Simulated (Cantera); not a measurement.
Charge: 1 mol SiCl₄, 0.6 mol Cl₂, 230 mol H₂, 0.23 mol HCl, equilibrated at 1.50 bar.

Method: chemical equilibrium by Gibbs-energy minimisation in Cantera with the NASA 1993 tables (ideal gas, pure condensed phases). Candidate condensed phases: Si; 19 gas species. The tables' values for SiCl₃ are old estimates; treat these amounts as uncertain. Gases not in the tables: Si₂H₆ and higher silanes. Rates play no part.

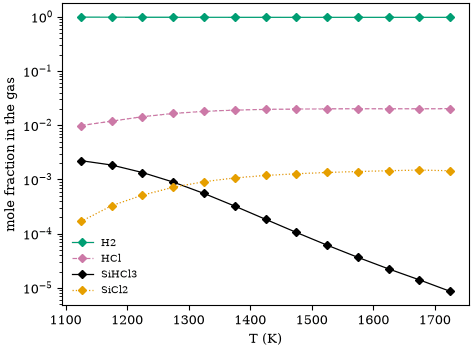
Figure. Equilibrium gas composition (values under 1e-9 drawn at 1e-9)

At 1125 K nothing is condensed. From 1175 K to 1675 K the condensed part is Si(s). At 1725 K the condensed part is Si(l). The main Si-bearing gas is SiHCl₃ at 1125 K and SiCl₂ at 1725 K. The share of Si in condensed phases is highest at 1725 K (64.4 %) and lowest at 1125 K (0.0 %).
